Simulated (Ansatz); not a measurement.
# Geometry relaxation, with input and output: C2H6AlCl

C2H6AlCl, computed with RKS wB97M-V/def2-SVP (Ansatz 0.2.0).

Figures and captions count atoms from 1; the log counts them from 0 in places.

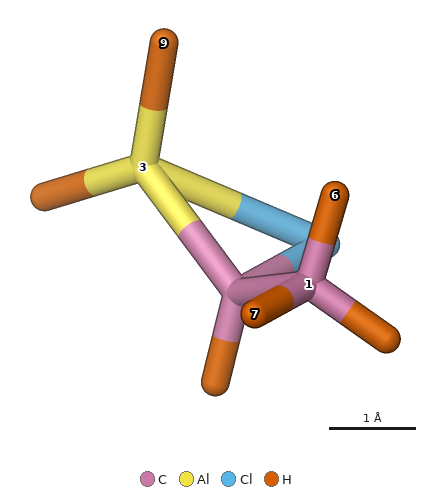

*The input geometry (stick view, seen at a tilt; atoms are numbered from 1 in the order of the input). Sticks mark near contacts.*

**Summary**

| quantity | value |
| --- | --- |
| outcome | converged |
| total energy | −21281.1157 eV |
| mean-field energy | −21281.1157 eV |
| largest force (length of the vector) at the end | 0.003 eV/Å |
| hardware | 1 thread of Intel Xeon @ 2.50GHz (Skylake/Cascade Lake), 189 GiB of memory available, shared host |
| wall time | 3.6 min |
| peak memory | 0.31 GiB |

**Input**
```yaml
crystal:
  periodic: [false, false, false]
  atoms:
    - { symbol: C, position_ang: [-1.067065, 0.91586, 0.120574] }
    - { symbol: C, position_ang: [0.054402, 0.162523, -0.547743] }
    - { symbol: Al, position_ang: [1.420281, -0.923543, 0.405563] }
    - { symbol: Cl, position_ang: [-0.504386, -1.658662, -0.922587] }
    - { symbol: H, position_ang: [-1.984686, 0.992682, -0.500719] }
    - { symbol: H, position_ang: [-1.338564, 0.484494, 1.105062] }
    - { symbol: H, position_ang: [-0.70152, 1.950972, 0.302036] }
    - { symbol: H, position_ang: [0.291301, 0.544941, -1.559885] }
    - { symbol: H, position_ang: [1.137844, -1.222423, 1.9514] }
    - { symbol: H, position_ang: [2.775393, -1.298046, -0.350801] }
basis:
  gaussian: { orbitals: def2-SVP }
hamiltonian:
  xc: { name: wB97M-V }
output:
  forces: true
relax:
  f_tol: 0.003
  max_steps: 120
```

Launched with:
```bash
ansatz run input.yaml --threads 1 --pin off --max-ram 2560MiB --backend cpu --events-out ev --progress --plain --runs-dir out
```

**What the program printed**
```
The last accepted step is kept in [file] (removed where the run ends without a failure and the disk answers)
Engine: ansatz 0.2.0, x86_64-unknown-linux-gnu
Functional definition: wB97M-V
  parameter omega = 0.3/bohr
  parameter cx = 0.15
  parameter cx01 = 1.007
  parameter cx10 = 0.259
  parameter css00 = 0.443
  parameter css04 = -1.437
  parameter css10 = -4.535
  parameter css20 = -3.390
  parameter css43 = 4.278
  parameter cos00 = 1.000
  parameter cos10 = 1.358
  parameter cos20 = 2.924
  parameter cos21 = -8.812
  parameter cos60 = -1.390
  parameter cos61 = 9.142
  parameter b = 6.0
  parameter c = 0.01
  gx(w, u) = 1 - cx + cx01*u + cx10*w
  gss(w, u) = css00 + css04*u^4 + css10*w + css20*w^2 + css43*w^4*u^3
  gos(w, u) = cos00 + cos10*w + (cos20 + cos21*u)*w^2 + (cos60 + cos61*u)*w^6
  exchange = spin_sum(e_x_unif_sr(omega)*gx(b97_w, b97_u_x)) + cx*exact_x_sr(omega) + exact_x_lr(omega)
  correlation = spin_sum(e_c_pw_mod_same_spin*gss(b97_w, b97_u_same))
      + integral(e_c_pw_mod_opposite_spin*gos(b97_w_opposite, b97_u_opposite)) + vv10(b, c)
1002 factors; integrals over basis functions are off by at most 4.7e-4 eV
335 factors; integrals over basis functions are off by at most 7.5e-7 eV
mean field evaluation 1: about -21279.1044 eV, gradient 2.7e1 eV
mean field evaluation 2: about -21280.0178 eV, gradient 2.1e1 eV
mean field evaluation 4: about -21281.0780 eV, gradient 1.1e0 eV
mean field evaluation 8: about -21281.0978 eV, gradient 1.1e-2 eV
mean field -21281.09783621 eV, -782.0659206345 hartree, gradient 5.9e-5 eV, S^2 0.000000; 0 other end points of the search recorded, 0 dependent functions left out
the calculation of the forces begins
reference -21281.09788355 eV, -782.0659223744 hartree; 24, 24 occupied and 70, 70 virtual orbitals, 1002 factors
relax step   1: F+E_penalty+E_count = -21281.09783621 eV  Δ(F+E_penalty+E_count) = +0.000e0 eV  max|allowed force component| = 3.107e-1 eV/Å  Δτ_max = 0.0000 Å  (26 SCF iters, accepted)
these checks for a lower state are left out or cut short: starts, cluster_reference, orbital_swaps, neighbouring_geometries, increment
1002 factors; integrals over basis functions are off by at most 4.4e-4 eV
335 factors; integrals over basis functions are off by at most 7.3e-7 eV
mean field evaluation 16: about -21281.0933 eV, gradient 1.1e0 eV
mean field -21281.11340271 eV, -782.0664926930 hartree, gradient 2.0e-5 eV, S^2 0.000000; 0 other end points of the search recorded, 0 dependent functions left out
the calculation of the forces begins
reference -21281.11344993 eV, -782.0664944280 hartree; 24, 24 occupied and 70, 70 virtual orbitals, 1002 factors
relax step   2: F+E_penalty+E_count = -21281.11340271 eV  Δ(F+E_penalty+E_count) = -1.557e-2 eV  max|allowed force component| = 1.625e-1 eV/Å  Δτ_max = 0.0218 Å  (31 SCF iters, accepted)
these checks for a lower state are left out or cut short: starts, cluster_reference, orbital_swaps, neighbouring_geometries, increment
1002 factors; integrals over basis functions are off by at most 4.4e-4 eV
335 factors; integrals over basis functions are off by at most 7.2e-7 eV
mean field -21281.11502783 eV, -782.0665524147 hartree, gradient 1.1e-5 eV, S^2 0.000000; 0 other end points of the search recorded, 0 dependent functions left out
the calculation of the forces begins
reference -21281.11507500 eV, -782.0665541485 hartree; 24, 24 occupied and 70, 70 virtual orbitals, 1002 factors
relax step   3: F+E_penalty+E_count = -21281.11502783 eV  Δ(F+E_penalty+E_count) = -1.625e-3 eV  max|allowed force component| = 9.464e-2 eV/Å  Δτ_max = 0.0072 Å  (26 SCF iters, accepted)
these checks for a lower state are left out or cut short: starts, cluster_reference, orbital_swaps, neighbouring_geometries, increment
1002 factors; integrals over basis functions are off by at most 4.4e-4 eV
335 factors; integrals over basis functions are off by at most 7.2e-7 eV
mean field evaluation 32: about -21281.1155 eV, gradient 8.0e-4 eV
mean field -21281.11548123 eV, -782.0665690769 hartree, gradient 1.1e-5 eV, S^2 0.000000; 0 other end points of the search recorded, 0 dependent functions left out
the calculation of the forces begins
reference -21281.11552838 eV, -782.0665708099 hartree; 24, 24 occupied and 70, 70 virtual orbitals, 1002 factors
relax step   4: F+E_penalty+E_count = -21281.11548123 eV  Δ(F+E_penalty+E_count) = -4.534e-4 eV  max|allowed force component| = 3.105e-2 eV/Å  Δτ_max = 0.0087 Å  (27 SCF iters, accepted)
these checks for a lower state are left out or cut short: starts, cluster_reference, orbital_swaps, neighbouring_geometries, increment
1002 factors; integrals over basis functions are off by at most 4.4e-4 eV
335 factors; integrals over basis functions are off by at most 7.2e-7 eV
mean field -21281.11560163 eV, -782.0665735017 hartree, gradient 1.2e-5 eV, S^2 0.000000; 0 other end points of the search recorded, 0 dependent functions left out
the calculation of the forces begins
reference -21281.11564880 eV, -782.0665752350 hartree; 24, 24 occupied and 70, 70 virtual orbitals, 1002 factors
relax step   5: F+E_penalty+E_count = -21281.11560163 eV  Δ(F+E_penalty+E_count) = -1.204e-4 eV  max|allowed force component| = 1.493e-2 eV/Å  Δτ_max = 0.0022 Å  (26 SCF iters, accepted)
these checks for a lower state are left out or cut short: starts, cluster_reference, orbital_swaps, neighbouring_geometries, increment
1002 factors; integrals over basis functions are off by at most 4.4e-4 eV
335 factors; integrals over basis functions are off by at most 7.2e-7 eV
mean field -21281.11563487 eV, -782.0665747231 hartree, gradient 2.2e-5 eV, S^2 0.000000; 0 other end points of the search recorded, 0 dependent functions left out
the calculation of the forces begins
reference -21281.11568204 eV, -782.0665764568 hartree; 24, 24 occupied and 70, 70 virtual orbitals, 1002 factors
relax step   6: F+E_penalty+E_count = -21281.11563487 eV  Δ(F+E_penalty+E_count) = -3.324e-5 eV  max|allowed force component| = 9.680e-3 eV/Å  Δτ_max = 0.0047 Å  (25 SCF iters, accepted)
these checks for a lower state are left out or cut short: starts, cluster_reference, orbital_swaps, neighbouring_geometries, increment
1002 factors; integrals over basis functions are off by at most 4.4e-4 eV
335 factors; integrals over basis functions are off by at most 7.2e-7 eV
mean field -21281.11566360 eV, -782.0665757789 hartree, gradient 5.4e-5 eV, S^2 0.000000; 0 other end points of the search recorded, 0 dependent functions left out
the calculation of the forces begins
reference -21281.11571077 eV, -782.0665775125 hartree; 24, 24 occupied and 70, 70 virtual orbitals, 1002 factors
relax step   7: F+E_penalty+E_count = -21281.11566360 eV  Δ(F+E_penalty+E_count) = -2.873e-5 eV  max|allowed force component| = 2.692e-3 eV/Å  Δτ_max = 0.0023 Å  (22 SCF iters, accepted)
1002 factors; integrals over basis functions are off by at most 4.4e-4 eV
335 factors; integrals over basis functions are off by at most 7.2e-7 eV
mean field evaluation 64: about -21281.1157 eV, gradient 2.3e-4 eV
```

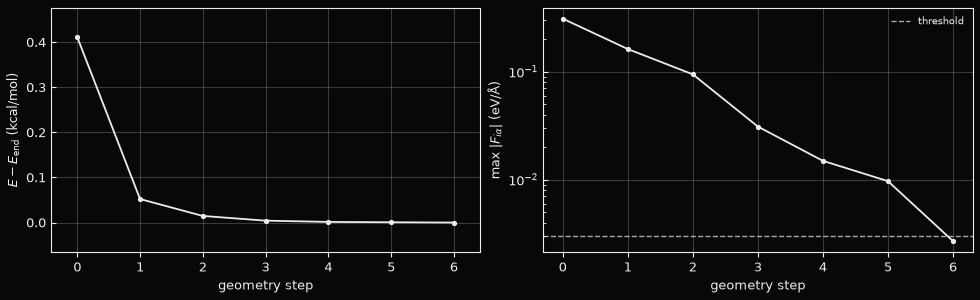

*Progress of the relaxation, step by step (the first geometry is step 0 here and step 1 in the log).*

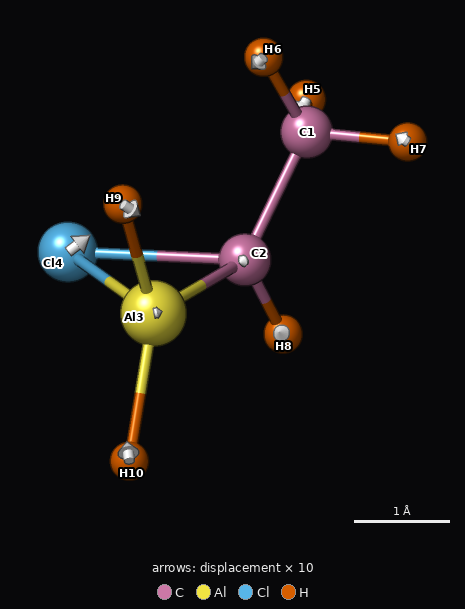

*The starting structure with the displacements as white arrows, magnified 10 times (ball-and-stick view, seen at a tilt). The two geometries are laid on each other by the best rigid fit.*

Over 6 geometry steps the energy falls by 0.41 kcal/mol. Largest force component: 0.31 eV/Å at the start, 0.0027 eV/Å at the end. The largest move after the best rigid fit is that of Cl4, 0.030 Å. Largest moves by element: Cl 0.030 Å, H 0.028 Å, Al 0.010 Å, C 0.010 Å. Distances before and after: C2–Cl4 1.942 → 1.915 Å, Al3–H10 1.596 → 1.577 Å, C2–Al3 1.988 → 1.974 Å, C1–H5 1.111 → 1.101 Å. (Atoms are counted from 1 in the order of the input.)

```
mean field -21281.11566360 eV, -782.0665757789 hartree, gradient 5.4e-5 eV, S^2 0.000000; 1 other end points of the search recorded, 0 dependent functions left out
the calculation of the forces begins
reference -21281.11571077 eV, -782.0665775125 hartree; 24, 24 occupied and 70, 70 virtual orbitals, 1002 factors
Total energy: -21281.11571077 eV, -782.0665775125 hartree
Atom 0 at    -1.060909     0.912143     0.119959 Å, force    -0.001506    -0.000203    -0.000550 eV/Å
Atom 1 at     0.060033     0.155267    -0.545192 Å, force     0.002692    -0.001480    -0.001369 eV/Å
Atom 2 at     1.419817    -0.913541     0.407133 Å, force    -0.001151     0.000419    -0.000554 eV/Å
Atom 3 at    -0.517303    -1.633234    -0.912044 Å, force    -0.000149    -0.000044     0.000572 eV/Å
Atom 4 at    -1.964547     0.980848    -0.504906 Å, force     0.000718     0.000109     0.000739 eV/Å
Atom 5 at    -1.336877     0.470992     1.088333 Å, force    -0.000335     0.000556     0.000616 eV/Å
Atom 6 at    -0.706581     1.937945     0.311451 Å, force    -0.000251     0.000069     0.000405 eV/Å
Atom 7 at     0.299474     0.539838    -1.544738 Å, force    -0.000359     0.000690    -0.000061 eV/Å
Atom 8 at     1.142069    -1.203267     1.934051 Å, force     0.000076    -0.000089    -0.000271 eV/Å
Atom 9 at     2.747824    -1.298193    -0.351146 Å, force     0.000265    -0.000026     0.000472 eV/Å
Dipole moment:    -0.132859     0.373736    -0.063462 e Å
```

**Trajectory as extended XYZ (Å, eV, eV/Å), 7 frames, from step=1 to step=7**
```
10
Properties=species:S:1:pos:R:3:forces:R:3 step=1 energy=-21281.09784
C    -1.0671    0.9159    0.1206   -0.1917   0.1769   0.0952
C     0.0544    0.1625   -0.5477    0.1429  -0.1265  -0.2070
Al    1.4203   -0.9235    0.4056    0.0253  -0.0315   0.0357
Cl   -0.5044   -1.6587   -0.9226    0.0471   0.2304   0.0777
H    -1.9847    0.9927   -0.5007    0.2786  -0.0517   0.1722
H    -1.3386    0.4845    1.1051    0.0819   0.0976  -0.2853
H    -0.7015    1.9510    0.3020   -0.1098  -0.3036  -0.0459
H     0.2913    0.5449   -1.5599   -0.0853  -0.1186   0.3107
H     1.1378   -1.2224    1.9514    0.0437   0.0587  -0.2733
H     2.7754   -1.2980   -0.3508   -0.2327   0.0684   0.1199
10
Properties=species:S:1:pos:R:3:forces:R:3 step=2 energy=-21281.11340
C    -1.0624    0.9129    0.1200   -0.0435   0.1181   0.0509
C     0.0640    0.1659   -0.5425   -0.0060  -0.1625  -0.0997
Al    1.4191   -0.9209    0.4060   -0.0302   0.0186  -0.0192
Cl   -0.5111   -1.6431   -0.9112    0.0471   0.1092   0.0333
H    -1.9708    0.9799   -0.5027    0.0816  -0.0217   0.0409
H    -1.3335    0.4783    1.0952    0.0225   0.0204  -0.0761
H    -0.7075    1.9434    0.3042   -0.0455  -0.0833  -0.0057
H     0.2948    0.5414   -1.5503   -0.0094  -0.0118   0.0898
H     1.1366   -1.2136    1.9334    0.0074   0.0080  -0.0261
H     2.7539   -1.2953   -0.3492   -0.0239   0.0050   0.0120
10
Properties=species:S:1:pos:R:3:forces:R:3 step=3 energy=-21281.11503
C    -1.0607    0.9133    0.1202   -0.0118   0.0127   0.0089
C     0.0619    0.1612   -0.5432    0.0115  -0.0946  -0.0118
Al    1.4166   -0.9197    0.4050   -0.0062   0.0234  -0.0053
Cl   -0.5119   -1.6410   -0.9104    0.0125   0.0771   0.0102
H    -1.9652    0.9785   -0.5030   -0.0115   0.0002  -0.0079
H    -1.3331    0.4758    1.0908   -0.0048  -0.0065   0.0102
H    -0.7085    1.9408    0.3073    0.0011   0.0016   0.0008
H     0.2982    0.5417   -1.5446   -0.0001   0.0000  -0.0132
H     1.1379   -1.2070    1.9311   -0.0019  -0.0059   0.0152
H     2.7477   -1.2947   -0.3504    0.0112  -0.0080  -0.0073
10
Properties=species:S:1:pos:R:3:forces:R:3 step=4 energy=-21281.11548
C    -1.0611    0.9124    0.1200    0.0044   0.0207   0.0069
C     0.0617    0.1591   -0.5437    0.0038  -0.0310  -0.0126
Al    1.4180   -0.9166    0.4059    0.0169   0.0136   0.0101
Cl   -0.5126   -1.6324   -0.9094   -0.0182  -0.0212  -0.0090
H    -1.9648    0.9783   -0.5042   -0.0122  -0.0015  -0.0078
H    -1.3347    0.4736    1.0896   -0.0041  -0.0067   0.0096
H    -0.7087    1.9392    0.3086   -0.0004   0.0118   0.0047
H     0.2979    0.5395   -1.5452    0.0087   0.0176  -0.0029
H     1.1398   -1.2065    1.9325   -0.0006  -0.0009   0.0024
H     2.7474   -1.2978   -0.3513    0.0017  -0.0024  -0.0014
10
Properties=species:S:1:pos:R:3:forces:R:3 step=5 energy=-21281.11560
C    -1.0612    0.9125    0.1199   -0.0011   0.0061   0.0029
C     0.0607    0.1573   -0.5445    0.0073  -0.0082  -0.0026
Al    1.4185   -0.9155    0.4061    0.0137   0.0064   0.0106
Cl   -0.5136   -1.6336   -0.9100   -0.0149  -0.0068  -0.0097
H    -1.9653    0.9792   -0.5043   -0.0028  -0.0006  -0.0015
H    -1.3355    0.4730    1.0894   -0.0017  -0.0021   0.0019
H    -0.7081    1.9391    0.3093    0.0000   0.0027   0.0012
H     0.2995    0.5407   -1.5446   -0.0004   0.0026  -0.0025
H     1.1405   -1.2054    1.9330    0.0004   0.0000  -0.0004
H     2.7475   -1.2984   -0.3515   -0.0006   0.0000   0.0003
10
Properties=species:S:1:pos:R:3:forces:R:3 step=6 energy=-21281.11563
C    -1.0612    0.9120    0.1199    0.0021   0.0076   0.0035
C     0.0602    0.1558   -0.5448    0.0010  -0.0089  -0.0056
Al    1.4186   -0.9154    0.4064    0.0097   0.0086   0.0065
Cl   -0.5173   -1.6329   -0.9126   -0.0021  -0.0065   0.0006
H    -1.9645    0.9811   -0.5050   -0.0033  -0.0011  -0.0025
H    -1.3372    0.4711    1.0883   -0.0007  -0.0010   0.0013
H    -0.7068    1.9378    0.3114   -0.0005   0.0015   0.0014
H     0.2997    0.5397   -1.5445    0.0003   0.0058  -0.0013
H     1.1438   -1.2024    1.9344   -0.0046  -0.0033  -0.0012
H     2.7479   -1.2980   -0.3505   -0.0019  -0.0026  -0.0028
10
Properties=species:S:1:pos:R:3:forces:R:3 step=7 energy=-21281.11566
C    -1.0609    0.9121    0.1200   -0.0015  -0.0002  -0.0006
C     0.0600    0.1553   -0.5452    0.0027  -0.0015  -0.0014
Al    1.4198   -0.9135    0.4071   -0.0012   0.0004  -0.0006
Cl   -0.5173   -1.6332   -0.9120   -0.0001   0.0000   0.0006
H    -1.9645    0.9808   -0.5049    0.0007   0.0001   0.0007
H    -1.3369    0.4710    1.0883   -0.0003   0.0006   0.0006
H    -0.7066    1.9379    0.3115   -0.0003   0.0001   0.0004
H     0.2995    0.5398   -1.5447   -0.0004   0.0007  -0.0001
H     1.1421   -1.2033    1.9341    0.0001  -0.0001  -0.0003
H     2.7478   -1.2982   -0.3511    0.0003   0.0000   0.0005
```
